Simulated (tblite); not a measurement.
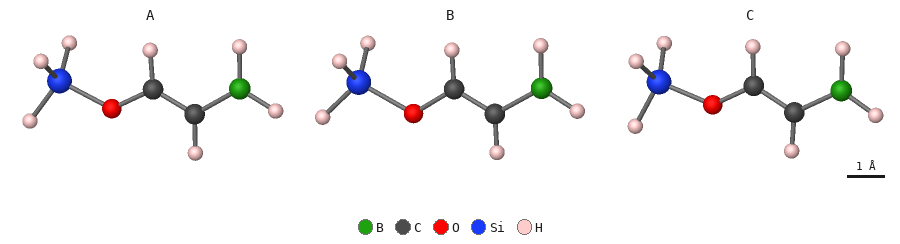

3 geometries from one relaxation of C2H7BOSi, in shuffled order. The picture is a ball-and-stick view, seen at a tilt.

Theory: GFN2-xTB geometry optimisation, gas phase (tblite). 

Order the frames from highest to lowest energy.

Answer. B, A, C. They are steps 0, 8, 45, at +0.362 eV, +0.038 eV relative to the last. The atom that moves furthest after the best rigid fit is an H atom (0.43 Å). By element the largest moves are H 0.43 Å, O 0.25 Å, C 0.09 Å, B 0.07 Å, Si 0.01 Å. Some distances before and after: O–Si 1.745 → 1.633 Å, C–O 1.404 → 1.335 Å, B–C 1.578 → 1.526 Å, H–Si 1.474 → 1.452 Å. Bond angles that change, for instance: C–O–Si 121.0° → 133.8°, O–Si–H 109.2° → 99.3°, C–C–H 121.1° → 115.5°. Over 45 geometry steps the energy falls by 0.362 eV.
